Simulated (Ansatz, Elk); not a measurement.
## How far do independent atoms describe GeMoS4?

The structure of GeMoS4 used here is made up (a known structure type with other elements) and was relaxed beforehand with PBEsol. The aim is the Fourier transform of its all-electron density, F(hkl), set beside the sum over free spherical atoms that refinements use.

Main program and level: Elk 11.2.3 (patched build); DFT, PBE, all-electron APW+lo, Dirac cores, scalar-relativistic bands, static density, no spin.

The structure was built from a prototype and need not be the compound's stable phase.

## 1. The structure

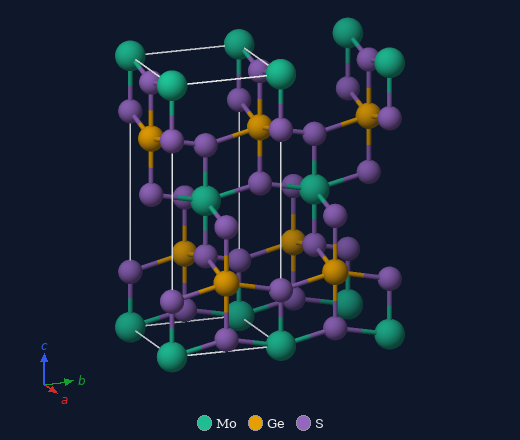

The cell as given, slightly off an axis (molybdenum teal, germanium orange, sulfur purple). 1×2×1 cells are drawn. This picture shows the conventional cell, with its axes. Some periodic images of atoms are drawn too.

## 2. Ground state and structure factors

An all-electron density is needed, since X-rays see the cores too. Task 0 finds the density and task 195 Fourier-transforms it; tshift is off so that phases refer to the origin typed.

File elk.in:

```
tasks
  0
  195

xctype
  20

spinpol
  .false.

rgkmax
  7.0

gmaxvr
  14.0

lmaxo
  7

lmaxapw
  8

swidth
  0.002

tshift
  .false.

ramdisk
  .false.

hmaxvr
  5.5

maxscl
  120

epspot
  1e-06

sppath
  './'

avec
  -4.45652391045 4.45652391045 10.79232463118
  4.45652391045 -4.45652391045 10.79232463118
  4.45652391045 4.45652391045 -10.79232463118

atoms
  3
  'Mo.in'
  1
  0.0000000000 0.0000000000 -0.0000000000   0.000000 0.000000 0.000000
  'Ge.in'
  1
  0.7500000000 0.2500000000 0.5000000000   0.000000 0.000000 0.000000
  'S.in'
  4
  0.2042037346 0.2042037346 0.0000000000   0.000000 0.000000 0.000000
  0.5430847292 0.0430847292 0.5000000000   0.000000 0.000000 0.000000
  0.7957962654 0.7957962654 0.0000000000   0.000000 0.000000 0.000000
  0.9569152708 0.4569152708 0.5000000000   0.000000 0.000000 0.000000

ngridk
  7 7 7
```

Launch:

```console
$ OMP_NUM_THREADS=4 elk
```

Numbers of over 12 decimals in the logs are rounded to 6 here.

What it wrote:

```text
┌─────────────────────────┐
│ Elk code version 11.2.3 │
└─────────────────────────┘

All units are atomic (Hartree, Bohr, etc.)

┌─────────────────────────────────────────────────┐
│ Ground-state run starting from atomic densities │
└─────────────────────────────────────────────────┘

Lattice vectors :
  -4.456523910       4.456523910       10.79232463
   4.456523910      -4.456523910       10.79232463
   4.456523910       4.456523910      -10.79232463

Reciprocal lattice vectors :
 -0.1790486025E-16  0.7049423983      0.2910950848
  0.7049423983     -0.1790486025E-16  0.2910950848
  0.7049423983      0.7049423983     -0.2598923219E-17

Unit cell volume      :    857.3684019
Brillouin zone volume :   0.2893157864

Muffin-tin inner radius fraction :   0.1000000000E-01

Nuclei treated as point charges

Species : 1 (Mo)
 parameters loaded from : Mo.in
 name : molybdenum
 nuclear charge    :   -42.00000000
 electronic charge :    42.00000000
 atomic mass :    174887.9214
 muffin-tin radius :    2.360402411
 number of radial points in muffin-tin :   1193
 inner part over the whole radius :   0.9911490363E-02
 number on inner part of muffin-tin    :    846
 approximate nuclear radius :   0.8334154960E-04
 number of mesh points to nuclear radius :    422
 atomic positions (lattice), magnetic fields (Cartesian) :
  1 :   0.00000000  0.00000000  0.00000000    0.00000000  0.00000000  0.00000000

Species : 2 (Ge)
 parameters loaded from : Ge.in
 name : germanium
 nuclear charge    :   -32.00000000
 electronic charge :    32.00000000
 atomic mass :    132414.6196
 muffin-tin radius :    2.400000000
 number of radial points in muffin-tin :    993
 inner part over the whole radius :   0.9906635991E-02
 number on inner part of muffin-tin    :    702
 approximate nuclear radius :   0.7637961215E-04
 number of mesh points to nuclear radius :    340
 atomic positions (lattice), magnetic fields (Cartesian) :
  1 :   0.75000000  0.25000000  0.50000000    0.00000000  0.00000000  0.00000000

Species : 3 (S)
 parameters loaded from : S.in
 name : sulphur
 nuclear charge    :   -16.00000000
 electronic charge :    16.00000000
 atomic mass :    58450.91931
 muffin-tin radius :    1.997263578
 number of radial points in muffin-tin :    793
 inner part over the whole radius :   0.9989780505E-02
 number on inner part of muffin-tin    :    553
 approximate nuclear radius :   0.6195814986E-04
 number of mesh points to nuclear radius :    252
 atomic positions (lattice), magnetic fields (Cartesian) :
  1 :   0.20420373  0.20420373  0.00000000    0.00000000  0.00000000  0.00000000
  2 :   0.54308473  0.04308473  0.50000000    0.00000000  0.00000000  0.00000000
  3 :   0.79579627  0.79579627  0.00000000    0.00000000  0.00000000  0.00000000
  4 :   0.95691527  0.45691527  0.50000000    0.00000000  0.00000000  0.00000000

Total number of atoms per unit cell :    6
Total muffin-tin volume :    246.4843848
 ratio of muffin-tin to unit cell volume :   0.2874894669

Spin treatment :
 spin-unpolarised

Number of Bravais lattice symmetries :   16
Number of crystal symmetries         :    8
Crystal has no inversion symmetry
Complex Hermitian eigensolver will be used

k-point grid :      7     7     7
k-point offset :    0.000000000       0.000000000       0.000000000
k-point set is reduced with full crystal symmetry group
Total number of k-points :       58

Muffin-tin radius times maximum |G+k| :    7.000000000
 using average radius
Maximum |G+k| for APW functions       :    3.294258015
Maximum (1/2)|G+k|²                   :    5.426067934
Maximum |G| for potential and density :    14.00000000
Constant for pseudocharge density :    8
 order of it for each species :   15  15  15
 order of it for pair densities of each species (exact exchange by exxq0 0: 16) :   12  13   8
Radial integration step length :    1

G-vector grid sizes :     56    56    56
Number of G-vectors :    39725

Maximum angular momentum used for
 APW functions            :    8
[...]
electron entropic           :    -0.68310786730258E-03
 total energy                :     -7746.8411880104

Density of states at Fermi energy :    53.11416641
 (states/Hartree/unit cell)

Estimated indirect band gap :   0.5859854962E-03
 from k-point 1 to k-point 57
Estimated direct band gap   :   0.4178880259E-02
 at k-point 43

Charges :
 core                        :    86.00000000
 valence                     :    52.00000000
 interstitial                :    12.23808448
 muffin-tins (core leakage)
  species : 1 (Mo)
[...]
species : 2 (Ge)
[...]
species : 3 (S)
[...]
total in muffin-tins        :    125.7619155
 total calculated charge     :    137.9970135
 total charge                :    138.0000000
 error                       :   0.2986470709E-02

RMS change in Kohn-Sham potential (target) :   0.4176597564     (  0.1000000000E-05)
Absolute change in total energy (target)   :   0.2954125919     (  0.1000000000E-03)

[... loops 3 to 16 left out ...]

┌──────────────────┐
│ Loop number : 17 │
└──────────────────┘

Energies :
 Fermi                       :     0.189999
 sum of occupied eigenvalues :     -4517.5454350158
 electron kinetic            :      7945.7999553331
 core electron kinetic       :      7638.7292544197
 Coulomb                     :     -15385.050671179
 Coulomb potential           :     -12065.445672453
 nuclear-nuclear             :     -845.12160600510
 electron-nuclear            :     -17030.631908195
 Hartree                     :      2490.7028430211
 Madelung                    :     -9352.3278349526
 xc potential                :     -397.89971789597
 exchange                    :     -299.95479559456
 correlation                 :     -6.305217
 electron entropic           :    -0.71510563164642E-03
 total energy                :     -7745.5114437465

Density of states at Fermi energy :    46.34609342
 (states/Hartree/unit cell)

Estimated indirect band gap :   0.2384047259E-02
 from k-point 30 to k-point 56
Estimated direct band gap   :   0.7235929855E-02
 at k-point 28

Charges :
 core                        :    86.00000000
 valence                     :    52.00000000
 interstitial                :    12.01453603
 muffin-tins (core leakage)
  species : 1 (Mo)
[...]
species : 2 (Ge)
[...]
species : 3 (S)
[...]
total in muffin-tins        :    125.9854640
 total calculated charge     :    137.9971152
 total charge                :    138.0000000
 error                       :   0.2884835661E-02

RMS change in Kohn-Sham potential (target) :   0.3417278678E-06 (  0.1000000000E-05)
Absolute change in total energy (target)   :   0.4882549365E-04 (  0.1000000000E-03)

Convergence targets achieved

┌──────────────────┐
│ Loop number : 18 │
└──────────────────┘

Energies :
 Fermi                       :     0.189999
 sum of occupied eigenvalues :     -4517.5454370493
 electron kinetic            :      7945.7999561897
 core electron kinetic       :      7638.7292554620
 Coulomb                     :     -15385.050671360
 Coulomb potential           :     -12065.445680178
 nuclear-nuclear             :     -845.12160600510
 electron-nuclear            :     -17030.631900625
 Hartree                     :      2490.7028352706
 Madelung                    :     -9352.3278312704
 xc potential                :     -397.89971306068
 exchange                    :     -299.95479564485
 correlation                 :     -6.305217
 electron entropic           :    -0.71510524432188E-03
 total energy                :     -7745.5114431050

Density of states at Fermi energy :    46.34606376
 (states/Hartree/unit cell)

Estimated indirect band gap :   0.2384030531E-02
 from k-point 30 to k-point 56
Estimated direct band gap   :   0.7235933145E-02
 at k-point 28

Charges :
 core                        :    86.00000000
 valence                     :    52.00000000
 interstitial                :    12.01453573
 muffin-tins (core leakage)
  species : 1 (Mo)
[...]
species : 2 (Ge)
[...]
species : 3 (S)
[...]
atom 2                    :    13.91449722     (  0.2708257707E-03)
   atom 3                    :    13.91503266     (  0.2714715847E-03)
   atom 4                    :    13.91449722     (  0.2708257707E-03)
 total in muffin-tins        :    125.9854643
 total calculated charge     :    137.9971152
 total charge                :    138.0000000
 error                       :   0.2884835452E-02

┌──────────────────────────────┐
│ Self-consistent loop stopped │
└──────────────────────────────┘

Warning : core states of species 2 leak from the muffin-tin :   0.3365796994E-03

Warning : core states of species 3 leak from the muffin-tin :   0.2714715847E-03

Wrote STATE.OUT
```

Run time: 2.2 min. Hardware: 4 threads of Arm Neoverse V1, shared host; peak memory 0.25 GiB.

SFACRHO.OUT:

```text

h k l indices transformed by vhmat matrix:
   1.000000000       0.000000000       0.000000000    
   0.000000000       1.000000000       0.000000000    
   0.000000000       0.000000000       1.000000000    

      h      k      l  multipl.   |H|            Re(F)            Im(F)           |F|

      0      0      0      1   0.0000000       138.00000     -0.19211417E-15   138.00000    
     -1     -1      1      2  0.58219017       9.7939769     -0.44618913E-14   9.7939769    
     -1      0      0      4  0.76267957       45.629089       36.320585       58.319796    
      0     -1      0      4  0.76267957       45.629089      -36.320585       58.319796    
      0      0      1      4  0.99693910       8.2604449     -0.16759835E-13   8.2604449    
      1      2     -2      4   1.1223061       16.101974       9.0655639       18.478583    
      1      2     -1      4   1.1223061       16.101974      -9.0655639       18.478583    
     -1     -1      0      8   1.1544839       20.356476     -0.20078511E-13   20.356476    
      2      2     -2      2   1.1643803       81.552936     -0.13385674E-13   81.552936    
     -1      1     -1      4   1.4098848       100.94714     -0.26495379E-13   100.94714    
      0      2     -2      4   1.5253591       7.3525932      0.19286819E-01   7.3526185    
     -2      0      0      4   1.5253591       7.3525932     -0.19286819E-01   7.3526185    
     -1     -3      2      8   1.5328631       5.6764533     -0.14872971E-13   5.6764533    
     -1      2      0      8   1.6029520       36.718769      -29.477260       47.086907    
      0     -1     -1      8   1.6029520       36.718769       29.477260       47.086907    
      3      2     -2      4   1.6172051       50.742830      -43.756840       67.003700    
      3      2     -3      4   1.6172051       50.742830       43.756840       67.003700    
     -3     -3      3      2   1.7465705       8.5663250     -0.74364855E-14   8.5663250
```

Elk indexes on the primitive cell of elk.in and gives |H| = 4π sin θ/λ in inverse bohr. Below, one row stands for each form hkl of the conventional cell (m members, Friedel mates merged), F is for one primitive cell and the density is static (no thermal factor). Free-atom factors are Waasmaier and Kirfel's, and R is Σm||F|−|F'||/Σm|F|.

| hkl | m | sin θ/λ (Å⁻¹) | abs F, DFT | neutral atoms | diff. | abs of complex diff. |
| --- | --- | --- | --- | --- | --- | --- |
| 002 | 2 | 0.087 | 9.794 | 9.829 | -0.035 | 0.035 |
| 101 | 8 | 0.115 | 58.320 | 58.315 | +0.005 | 0.044 |
| 110 | 4 | 0.150 | 8.260 | 8.389 | -0.129 | 0.129 |
| 103 | 8 | 0.169 | 18.479 | 19.041 | -0.563 | 0.563 |
| 112 | 8 | 0.174 | 20.357 | 20.921 | -0.565 | 0.565 |
| 004 | 2 | 0.175 | 81.553 | 81.698 | -0.145 | 0.145 |
| 200 | 4 | 0.212 | 100.947 | 100.872 | +0.075 | 0.075 |
| 202 | 8 | 0.229 | 7.353 | 7.557 | -0.204 | 0.205 |
| 114 | 8 | 0.231 | 5.676 | 5.898 | -0.221 | 0.221 |
| 211 | 16 | 0.241 | 47.087 | 47.226 | -0.139 | 0.151 |
| 105 | 8 | 0.243 | 67.004 | 67.151 | -0.147 | 0.247 |
| 006 | 2 | 0.263 | 8.566 | 8.683 | -0.117 | 0.117 |
| 213 | 16 | 0.271 | 17.528 | 17.840 | -0.311 | 0.313 |
| 204 | 8 | 0.275 | 68.615 | 69.061 | -0.446 | 0.451 |

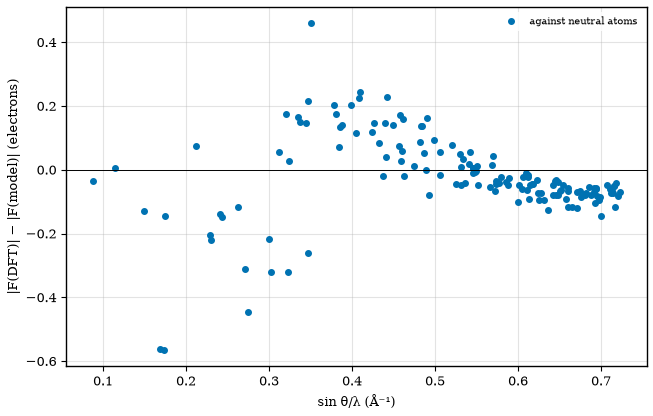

Difference between the calculated structure factors and the independent-atom ones.

## 3. The highest occupied states alone

An energy window below the Fermi level keeps the highest occupied states, to see at which angles they scatter; shallow core shells can lie inside it and anion s states outside. No new self-consistency is needed.

elk.in: that of step 2 with these lines changed.

```diff
@@ -1,3 +1,2 @@
 tasks
-  0
   195
@@ -40,2 +39,5 @@
 
+wsfac
+  -0.250990 0.490000
+
 sppath
```

Launch:

```console
$ OMP_NUM_THREADS=4 elk
```

What it wrote:

```text
┌─────────────────────────────────┐
│ Elk code version 11.2.3 started │
└─────────────────────────────────┘

Info(readinput): the functional depends on the density's gradient
 muffin-tin radial points multiplied by    2.00000
 (not where nrmtscf is given)

┌────────────────────┐
│ Current task : 195 │
└────────────────────┘
Info(checkmt): changed muffin-tin radius of species 1 (Mo) from   2.6000 to   2.3604
Info(checkmt): changed muffin-tin radius of species 3 (S) from   2.2000 to   1.9973

Info(sfacrho): density structure factors written to SFACRHO.OUT

 Energy window :  -0.2509900000      0.4900000000

┌──────────────────┐
│ Elk code stopped │
└──────────────────┘
```

Run time: 18 s. Hardware: 4 threads; peak memory 0.18 GiB; 22 s of CPU time.

States within 12 eV below the Fermi level hold 26.14 electrons; any levels below the window count with the cores, and a count that is not whole means the window cuts a band. Their amplitudes can exceed the total, where window and core parts have opposite phase:

| hkl | sin θ/λ (Å⁻¹) | abs F, window | abs F, all |
| --- | --- | --- | --- |
| 002 | 0.087 | 1.965 | 9.794 |
| 101 | 0.115 | 5.576 | 58.320 |
| 110 | 0.150 | 1.331 | 8.260 |
| 103 | 0.169 | 1.846 | 18.479 |
| 112 | 0.174 | 3.120 | 20.357 |
| 004 | 0.175 | 5.349 | 81.553 |
| 200 | 0.212 | 5.221 | 100.947 |
| 202 | 0.229 | 0.582 | 7.353 |
| 114 | 0.231 | 0.388 | 5.676 |
| 211 | 0.241 | 1.202 | 47.087 |

## 4. Another functional

The difference from free atoms is small, so it is set against the change that PBEsol makes.

elk.in: that of step 3 with these lines changed.

```diff
@@ -1,2 +1,3 @@
 tasks
+  0
   195
@@ -4,3 +5,3 @@
 xctype
-  20
+  22
 
@@ -39,5 +40,2 @@
 
-wsfac
-  -0.250990 0.490000
-
 sppath
```

Launch:

```console
$ OMP_NUM_THREADS=4 elk
```

What it wrote:

```text
┌─────────────────────────┐
│ Elk code version 11.2.3 │
└─────────────────────────┘

All units are atomic (Hartree, Bohr, etc.)

┌─────────────────────────────────────────────────┐
│ Ground-state run starting from atomic densities │
└─────────────────────────────────────────────────┘

Lattice vectors :
  -4.456523910       4.456523910       10.79232463
   4.456523910      -4.456523910       10.79232463
   4.456523910       4.456523910      -10.79232463

Reciprocal lattice vectors :
 -0.1790486025E-16  0.7049423983      0.2910950848
[...]
species : 3 (S)
[...]
atom 3                    :    13.89437671     (  0.2734288731E-03)
   atom 4                    :    13.89439585     (  0.2728067820E-03)
 total in muffin-tins        :    125.9238603
 total calculated charge     :    137.9971191
 total charge                :    138.0000000
 error                       :   0.2880930215E-02

┌──────────────────────────────┐
│ Self-consistent loop stopped │
└──────────────────────────────┘

Warning : core states of species 2 leak from the muffin-tin :   0.3421670436E-03

Warning : core states of species 3 leak from the muffin-tin :   0.2734288731E-03

Wrote STATE.OUT
[key lines of the parts left out:]
total energy                :     -7739.3257082572
```

Wall time 2.2 min (4 threads); peak memory 0.25 GiB.

Against the first run R = 0.04 %; the largest change is -0.061 at 200.

## 5. Basis size

The basis and the expansions that go with it are enlarged, to see whether the differences are converged.

elk.in: that of step 4 with these lines changed.

```diff
@@ -5,3 +5,3 @@
 xctype
-  22
+  20
 
@@ -11,12 +11,12 @@
 rgkmax
-  7.0
+  8.5
 
 gmaxvr
-  14.0
+  18.0
 
 lmaxo
-  7
+  9
 
 lmaxapw
-  8
+  10
```

Launch:

```console
$ OMP_NUM_THREADS=4 elk
```

What it wrote:

```text
┌─────────────────────────┐
│ Elk code version 11.2.3 │
└─────────────────────────┘

All units are atomic (Hartree, Bohr, etc.)

┌─────────────────────────────────────────────────┐
│ Ground-state run starting from atomic densities │
└─────────────────────────────────────────────────┘

Lattice vectors :
  -4.456523910       4.456523910       10.79232463
   4.456523910      -4.456523910       10.79232463
   4.456523910       4.456523910      -10.79232463

Reciprocal lattice vectors :
 -0.1790486025E-16  0.7049423983      0.2910950848
[...]
species : 3 (S)
[...]
atom 3                    :    13.91764646     (  0.2716290539E-03)
   atom 4                    :    13.91728552     (  0.2709870082E-03)
 total in muffin-tins        :    126.0053413
 total calculated charge     :    137.9989633
 total charge                :    138.0000000
 error                       :   0.1036668842E-02

┌──────────────────────────────┐
│ Self-consistent loop stopped │
└──────────────────────────────┘

Warning : core states of species 2 leak from the muffin-tin :   0.3362820879E-03

Warning : core states of species 3 leak from the muffin-tin :   0.2716290539E-03

Wrote STATE.OUT
[key lines of the parts left out:]
total energy                :     -7745.5179947670
```

Wall time 8.5 min (4 threads); peak memory 0.51 GiB; 31 min of CPU time.

Against the first run R = 0.01 %; the largest change is -0.013 at 336.

## 6. Settings against the effect

| run | R against the first run (%) | R against neutral atoms, low angle (%) | wall time |
| --- | --- | --- | --- |
| PBE, rgkmax 7 | 0.00 | 0.67 | 2.2 min |
| PBEsol | 0.04 | 0.67 | 2.2 min |
| rgkmax 8.5 with larger expansions | 0.01 | 0.67 | 8.5 min |

## 7. Outcome

```
R against neutral atoms, sin θ/λ < 0.3 Å⁻¹ : 0.67 %
R against neutral atoms, 0.3 to 0.72 Å⁻¹   : 0.34 %
```

In words: Independent neutral atoms miss the calculated amplitudes by R = 0.67 % below 0.3 Å⁻¹ and 0.34 % from there to 0.72 Å⁻¹; by shells, 0.12 % below 0.15 Å⁻¹ (3 forms), 0.75 % 0.15 to 0.3 (12 forms), 0.59 % 0.3 to 0.45 (28 forms), 0.27 % above 0.45 (106 forms). Bonding, aspherical density and the tables' own atoms all enter these figures, and the runs don't part them. The largest change of an amplitude is -0.56 electrons, at 112. R counts amplitudes alone; phases shift too. The window's part falls from 26.1 electrons at the origin to at most 0.38 between 0.45 and 0.72 Å⁻¹. Below 0.3 Å⁻¹ the changes that finished (PBEsol and rgkmax 8.5 with larger expansions) move F by R = 0.05 % at most, against the 0.67 % that separates it from free atoms. The k-mesh has no finished test. These runs have no spin, though d or f shells may be open. Part of the difference isn't bonding: the tables are fits to free atoms and ions calculated by other methods than this functional. Thermal motion, anomalous dispersion and extinction are left out.

[Logs are printed without paths, hosts, clocks, repeated set-up lines and the standing remarks that a program may print on its own settings, such as how far it seeks lower states.]

[Hosts, paths, dates, database ids (printed as entryN), source tags and the programs' standing remarks are cut or masked in the printed files.]
